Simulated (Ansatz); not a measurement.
# C2H2F2: small, medium and large basis sets

Aim: see how fast density functionals converge with the basis set for C2H2F2.

Computed with Ansatz 0.2.0, Gaussian basis. Level: one geometry, several basis sets.

The runs, in order: PBE0-D4/def2-SVP; ωB97M-V/def2-SVP; PBE0-D4/def2-QZVPP; ωB97M-V/def2-QZVPP; the functionals' def2-TZVPP values are taken from earlier runs.

### 1 The geometry

The geometry comes from an earlier relaxation with PBE0-D4 in a triple-zeta def2 set; it is a stationary point.

SMILES `F/C=C\F`, 6 atoms, charge 0, spin multiplicity 1.

Atoms are counted from 1 here; the program's logs count them from 0.

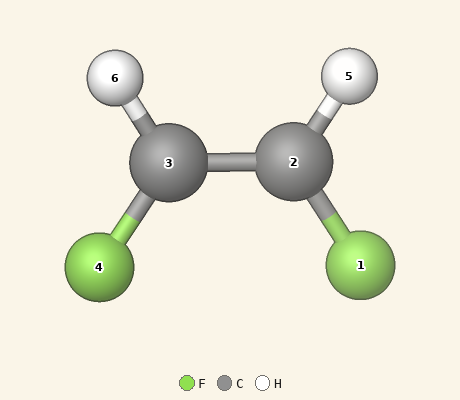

The structure; fluorine green, carbon grey, hydrogen white; atoms are numbered from 1 in the order of the file.

### 2 PBE0-D4 in def2-SVP

in.yaml

```yaml
crystal:
  periodic: [false, false, false]
  atoms:
    - {symbol: F, position_ang: [0.176424, -0.841587, -1.505974]}
    - {symbol: C, position_ang: [0.404458, 0.027007, -0.525398]}
    - {symbol: C, position_ang: [-0.328064, 0.075480, 0.571869]}
    - {symbol: F, position_ang: [-1.355630, -0.740060, 0.788639]}
    - {symbol: H, position_ang: [1.239147, 0.694110, -0.694860]}
    - {symbol: H, position_ang: [-0.136345, 0.785051, 1.365723]}
basis:
  gaussian: {orbitals: def2-SVP}
hamiltonian: {xc: pbe0, dispersion: d4}
output: {orbitals: {seedname: orbitals}}
```

On the command line:

```console
> ansatz run in.yaml --threads 4 --pin off --events-out ev --progress --plain --max-ram 10444MiB
```

Log:

```text
Functional definition: PBE0
  name "PBE0"
  cite "Adamo & Barone, J. Chem. Phys. 110, 6158 (1999) doi:10.1063/1.478522"
  cite "Perdew, Burke & Ernzerhof, Phys. Rev. Lett. 77, 3865 (1996) doi:10.1103/PhysRevLett.77.3865"
  parent pbe
  parameter a = 0.25
  parameter kappa = 0.804
  parameter beta = 0.06672455060314922
  exchange = (1 - a)*pbe_x(kappa = kappa, mu = beta*pi^2/3) + a*exact_x
  correlation = pbe_c(beta = beta)
728 factors; their error is unknown
mean field evaluation 1: about -7524.0692 eV, gradient 2.6e1 eV
mean field evaluation 2: about -7524.7663 eV, gradient 1.8e1 eV
mean field evaluation 4: about -7525.4558 eV, gradient 8.6e-1 eV
mean field evaluation 8: about -7525.4565 eV, gradient 2.0e-1 eV
mean field -7525.45659707 eV, -276.5554290047 hartree, gradient 2.9e-5 eV, S^2 0.000000; 0 other end points of the search recorded, 0 dependent functions left out
reference -7525.45661165 eV, -276.5554295404 hartree; 16, 16 occupied and 50, 50 virtual orbitals, 728 factors
Total energy: -7525.51286589 eV, -276.5574968457 hartree
```

It took 0.35 s on 4 threads of Arm Neoverse V1, shared host.

### 3 ωB97M-V in def2-SVP

Edit in.yaml of step 2 so:

```diff
@@ -11,3 +11,3 @@
   gaussian: {orbitals: def2-SVP}
-hamiltonian: {xc: pbe0, dispersion: d4}
+hamiltonian: {xc: {name: wB97M-V}}
 output: {orbitals: {seedname: orbitals}}
```

Same command.

Log (excerpt; [...] marks lines left out):

```text
Functional definition: wB97M-V
  name "wB97M-V"
  cite "Mardirossian & Head-Gordon, J. Chem. Phys. 144, 214110 (2016) doi:10.1063/1.4952647"
  cite "Becke, J. Chem. Phys. 107, 8554 (1997) doi:10.1063/1.475007"
  cite "Vydrov & Van Voorhis, J. Chem. Phys. 133, 244103 (2010) doi:10.1063/1.3521275"
  # Of w^i u^j: cxij and so on, Table III.
[...]
  gx(w, u) = 1 - cx + cx01*u + cx10*w
  gss(w, u) = css00 + css04*u^4 + css10*w + css20*w^2 + css43*w^4*u^3
  gos(w, u) = cos00 + cos10*w + (cos20 + cos21*u)*w^2 + (cos60 + cos61*u)*w^6
[...]
      + integral(e_c_pw_mod_opposite_spin*gos(b97_w_opposite, b97_u_opposite)) + vv10(b, c)
728 factors; their error is unknown
144 factors; integrals over basis functions are off by at most 7.6e-6 eV
[...]
mean field -7530.75000055 eV, -276.7499579946 hartree, gradient 5.1e-5 eV, S^2 0.000000; 0 other end points of the search recorded, 0 dependent functions left out
reference -7530.75002409 eV, -276.7499588596 hartree; 16, 16 occupied and 50, 50 virtual orbitals, 728 factors
Total energy: -7530.75002409 eV, -276.7499588596 hartree
```

Run time: 1.4 s. Hardware: 4 threads of Arm Neoverse V1, shared host.

### 4 PBE0-D4 in def2-QZVPP

Edit in.yaml of step 3 so:

```diff
@@ -10,4 +10,4 @@
 basis:
-  gaussian: {orbitals: def2-SVP}
-hamiltonian: {xc: {name: wB97M-V}}
+  gaussian: {orbitals: "def2-QZVPP.json"}
+hamiltonian: {xc: pbe0, dispersion: d4}
 output: {orbitals: {seedname: orbitals}}
```

The command is unchanged.

Log:

```text
Functional definition: PBE0
  name "PBE0"
  cite "Adamo & Barone, J. Chem. Phys. 110, 6158 (1999) doi:10.1063/1.478522"
  cite "Perdew, Burke & Ernzerhof, Phys. Rev. Lett. 77, 3865 (1996) doi:10.1103/PhysRevLett.77.3865"
  parent pbe
  parameter a = 0.25
  parameter kappa = 0.804
  parameter beta = 0.06672455060314922
  exchange = (1 - a)*pbe_x(kappa = kappa, mu = beta*pi^2/3) + a*exact_x
  correlation = pbe_c(beta = beta)
840 factors; their error is unknown
mean field evaluation 1: about -7532.5022 eV, gradient 3.5e1 eV
mean field evaluation 2: about -7533.2689 eV, gradient 2.9e1 eV
mean field evaluation 4: about -7534.9382 eV, gradient 5.2e-1 eV
mean field evaluation 8: about -7534.9448 eV, gradient 2.3e-2 eV
mean field -7534.94482062 eV, -276.9041147888 hartree, gradient 1.1e-5 eV, S^2 0.000000; 0 other end points of the search recorded, 0 dependent functions left out
reference -7534.94484629 eV, -276.9041157322 hartree; 16, 16 occupied and 272, 272 virtual orbitals, 840 factors
Total energy: -7535.00110054 eV, -276.9061830375 hartree
```

Wall time 1.9 s (4 threads of Arm Neoverse V1, shared host); peak memory 0.6 GiB.

### 5 ωB97M-V in def2-QZVPP

Edit in.yaml of step 4 so:

```diff
@@ -11,3 +11,3 @@
   gaussian: {orbitals: "def2-QZVPP.json"}
-hamiltonian: {xc: pbe0, dispersion: d4}
+hamiltonian: {xc: {name: wB97M-V}}
 output: {orbitals: {seedname: orbitals}}
```

The command is unchanged.

Log (excerpt; [...] marks lines left out):

```text
Functional definition: wB97M-V
  name "wB97M-V"
  cite "Mardirossian & Head-Gordon, J. Chem. Phys. 144, 214110 (2016) doi:10.1063/1.4952647"
  cite "Becke, J. Chem. Phys. 107, 8554 (1997) doi:10.1063/1.475007"
  cite "Vydrov & Van Voorhis, J. Chem. Phys. 133, 244103 (2010) doi:10.1063/1.3521275"
  # Of w^i u^j: cxij and so on, Table III.
[...]
  gx(w, u) = 1 - cx + cx01*u + cx10*w
  gss(w, u) = css00 + css04*u^4 + css10*w + css20*w^2 + css43*w^4*u^3
  gos(w, u) = cos00 + cos10*w + (cos20 + cos21*u)*w^2 + (cos60 + cos61*u)*w^6
[...]
      + integral(e_c_pw_mod_opposite_spin*gos(b97_w_opposite, b97_u_opposite)) + vv10(b, c)
840 factors; their error is unknown
184 factors; integrals over basis functions are off by at most 9.8e-6 eV
[...]
mean field -7540.46563755 eV, -277.1070010686 hartree, gradient 1.4e-5 eV, S^2 0.000000; 0 other end points of the search recorded, 0 dependent functions left out
reference -7540.46567959 eV, -277.1070026138 hartree; 16, 16 occupied and 272, 272 virtual orbitals, 840 factors
Total energy: -7540.46567959 eV, -277.1070026138 hartree
```

It took 4.7 s on 4 threads of Arm Neoverse V1, shared host; peak memory 0.74 GiB.

### 6 Functionals by basis

The def2-TZVPP values come from earlier runs at the same geometry.

| functional | basis | functions | energy (eV) | from the largest (eV) | HOMO (eV) | LUMO (eV) |
| --- | --- | --- | --- | --- | --- | --- |
| PBE0-D4 | def2-SVP | 66 | -7525.5129 | 9.488 | -7.43 | 0.64 |
| PBE0-D4 | def2-TZVPP | 152 | -7534.5954 | 0.406 | -7.59 | 0.42 |
| PBE0-D4 | def2-QZVPP | 288 | -7535.0011 | 0.000 | -7.64 | 0.33 |
| ωB97M-V | def2-SVP | 66 | -7530.7500 | 9.716 | -9.70 | 2.95 |
| ωB97M-V | def2-TZVPP | 152 | -7540.0782 | 0.387 | -9.88 | 2.62 |
| ωB97M-V | def2-QZVPP | 288 | -7540.4657 | 0.000 | -9.93 | 2.06 |

### 7 Results

| quantity | value |
| --- | --- |
| PBE0-D4: double and triple zeta above quadruple | 9.49, 0.41 eV |
| ωB97M-V: double and triple zeta above quadruple | 9.72, 0.39 eV |

PBE0-D4 gains 9.08 eV from double to triple zeta, then 0.41 eV more. These are total energies; as a rule much of such shifts cancels in differences, which this series doesn't test. The LUMO of ωB97M-V is positive and keeps falling with the basis (2.95 to 2.06 eV): an unbound level that the basis holds in place.

For PBE0-D4 the largest set took about 5 times as long as the smallest (1.9 s against 0.35 s).
